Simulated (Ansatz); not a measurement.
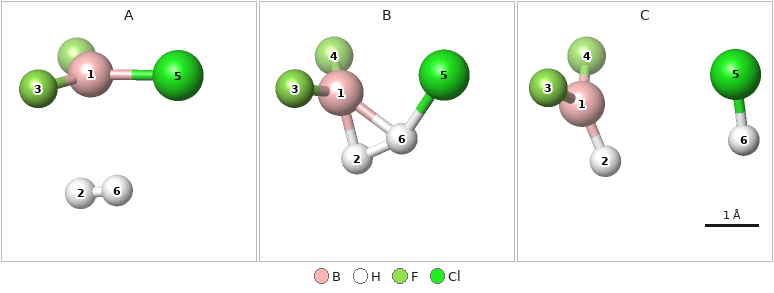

3 geometries from a converged minimum-energy path of BH₂ClF₂, made up of BHF$_{2}$ and HCl, shuffled. Style: ball-and-stick. Shown at a tilt.

Theory: RKS B3LYP-D4/6-31G* in Ansatz. Set-up: 9 movable images; climbing image; force threshold 0.03 eV/Å; iteration limit 60; starting path through a guess of the saddle point.

Which of them lies highest in energy?

Answer. B. In order along the path, whose images run from 0 to 10: C (image 1, +0.01 eV), B (image 5, +1.34 eV), A (image 8, −0.54 eV). Breaking: B1–H2 (1.19 → 1.32 at the top → 3.09 Å), Cl5–H6 (1.29 → 1.59 at the top → 3.48 Å). Forming: B1–Cl5 (3.26 → 2.15 at the top → 1.76 Å), H2–H6 (3.49 → 1.02 at the top → 0.74 Å).

Limits of the set-up: the start holds two separate molecules, 3.3 Å apart at their closest, whose relative position is a soft coordinate.

Cost: 12 min on 1 thread of Intel(R) Xeon(R) Platinum 8375C CPU @ 2.90GHz (Ice Lake), with other jobs on the host, peak memory 0.15 GiB.
